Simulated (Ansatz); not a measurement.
# A computed series for CuI: carrier doping

Start from CuI in the wurtzite structure (space group P6_3mc, No. 186).

```xyz
4
Lattice="4.1870 0.0000 0.0000 -2.0935 3.6260 0.0000 0.0000 0.0000 6.8978" Properties=species:S:1:pos:R:3 pbc="T T T"
Cu     2.0935     1.2087     6.0268
Cu     0.0000     2.4174     2.5779
I      2.0935     1.2087     3.4577
I      0.0000     2.4174     0.0088
```

Carriers are added at fixed cell with a uniform background; the Fermi–Dirac width is that of 300 K.

The values are results of PBEsol in Ansatz (plane waves to 420 eV, PAW, scalar-relativistic without spin-orbit coupling), not measurements.

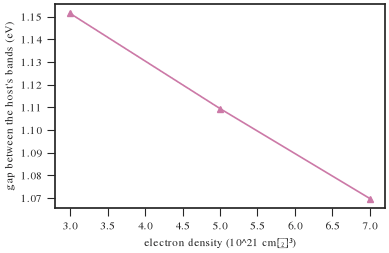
Figure. Gap between the host's bands against electron density

```
electron density (10^21 cm⁻³)  gap between the host's bands
-----------------------------  ----------------------------
3                                                   1.15 eV
5                                                   1.11 eV
7                                                   1.07 eV
```

Carriers are added with a uniform compensating background; total energy and stress of such cells depend on the potential's zero and are not compared; many-body gap narrowing is missing at this level. Spin-orbit coupling, missing from the scalar runs, can matter with I. Stability against distortions was not tested. The final runs are not spin-polarised. This is not the structure that CuI has at room temperature and ambient pressure.

Ansatz is a first-principles code.
